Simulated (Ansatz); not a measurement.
HF···C₂H₆ (SMILES F.CC)

Input file:

```
crystal:
  periodic: [false, false, false]
  atoms:
    - {symbol: F, position_ang: [-0.203549, 1.038331, -2.513434]}
    - {symbol: H, position_ang: [-0.067879, 0.361511, -1.898539]}
    - {symbol: C, position_ang: [-0.086247, 0.407354, 1.028853]}
    - {symbol: C, position_ang: [0.152185, -0.747296, 0.071300]}
    - {symbol: H, position_ang: [-0.273841, 1.339807, 0.491834]}
    - {symbol: H, position_ang: [-0.949256, 0.215817, 1.669652]}
    - {symbol: H, position_ang: [0.778517, 0.567332, 1.675969]}
    - {symbol: H, position_ang: [0.340314, -1.684151, 0.599806]}
    - {symbol: H, position_ang: [1.031090, -0.571238, -0.559520]}
    - {symbol: H, position_ang: [-0.721233, -0.927567, -0.566123]}
basis:
  gaussian: {orbitals: "def2-TZVPPD.json"}
hamiltonian: {xc: pbe0, dispersion: d4}
output: {orbitals: {seedname: orbitals}}
```

Command:

```sh
ansatz run in.yaml --threads 4 --pin off --events-out ev --progress --plain --max-ram 9574MiB
```

Geometry: PBE0-D4/def2-TZVP.

Computed with RKS PBE0-D4/def2-TZVPPD in Ansatz 0.2.0.

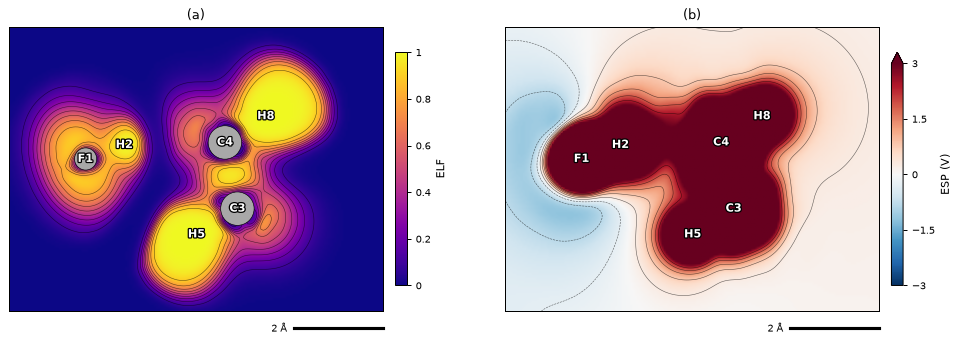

Figure 1. (a) ELF; (b) electrostatic potential on the plane of atoms C3, C4 and H8. Grey discs cover the atomic cores in the ELF map.

Q: Read the bonding off the picture.

A:
- The plane passes through F, H and C nuclei.
- C4···H2 (2.27 Å): the ELF dips to about 0.05 between them.
- C–C (1.52 Å): the ELF peaks at about 0.95 between the atoms (localised, covalent bonding).
- F–H (0.92 Å): the ELF climbs to about 1 towards the hydrogen, as it does in any bond to H (a covalent bond by its length).
- C–H (1.09 Å): the ELF climbs to about 1 towards the hydrogen (a covalent bond by its length).
- The ELF also peaks beside F1, away from the bonds: lone-pair regions.
- Outside the dense part of the complex the potential is most negative (−1.2 V) near F1.

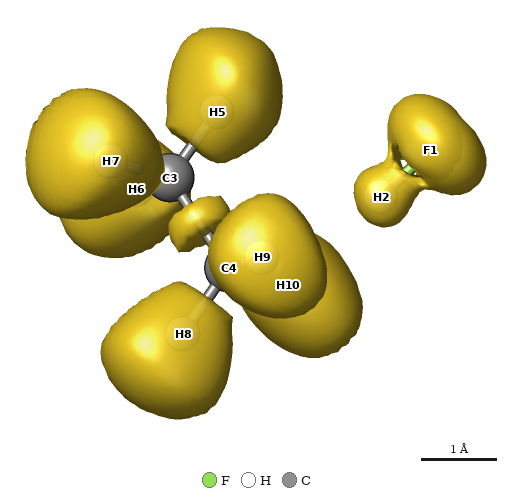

Figure 2. Isosurface of the electron localisation function at 0.8 (yellow), seen at a tilt. Core shells and regions of very low density are left out.

Q: What do the ELF domains correspond to?

A: At this value the surface marks out one region between bonded C–C atoms (shared pairs), six regions around hydrogen nuclei and one joined region spread over several atoms (F, H), in which their bonds and any lone pairs are merged.

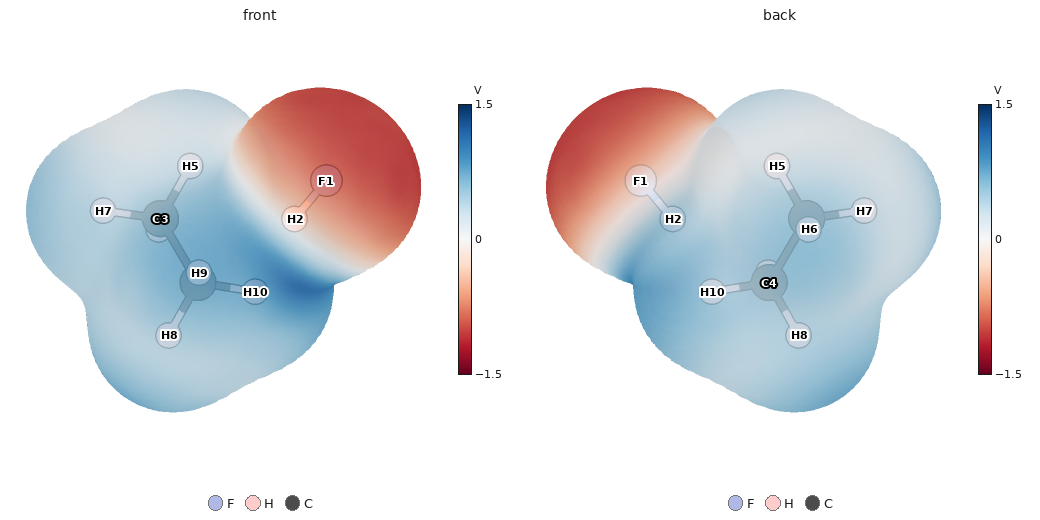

Figure 3. The electrostatic potential painted on the density surface at 0.001 e/bohr³, seen from the front and from behind; red is negative and blue positive.

Q: Where is the surface potential most negative and most positive?

A: The most negative region (about −1.1 V) lies over F1, the most positive (about +1.1 V) over H2.
